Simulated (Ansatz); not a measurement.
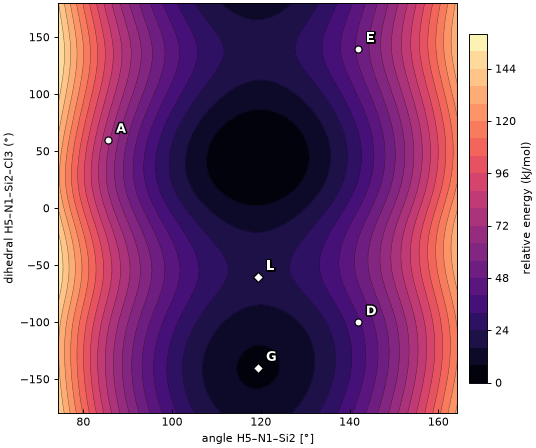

BrClH2NSi, SMILES N[Si](Cl)Br, spin multiplicity 2. The first coordinate is: angle H5–N1–Si2; the second: dihedral H5–N1–Si2–Cl3. Nothing is relaxed (all other coordinates rigid). The scan uses a 9 × 9 grid. Points are written as (first, second). All energies are given in kJ/mol relative to the relaxed molecule at the same level. Method: UKS PBE-D4/def2-SVP (Ansatz).

The picture shows filled contours, lettered points. Between grid points the surface is interpolated.

Rank the lettered points by energy, lowest first.

G (7 kJ/mol), L (21 kJ/mol), D (39 kJ/mol), E (49 kJ/mol), A (74 kJ/mol).

What kind of point is each of A, D, E, G, L: minimum, saddle, maximum or slope?

A: on a slope; D: on a slope; E: on a slope; G: minimum; L: saddle point. (In these two coordinates alone; a stationary point may lie a little off the grid point.)
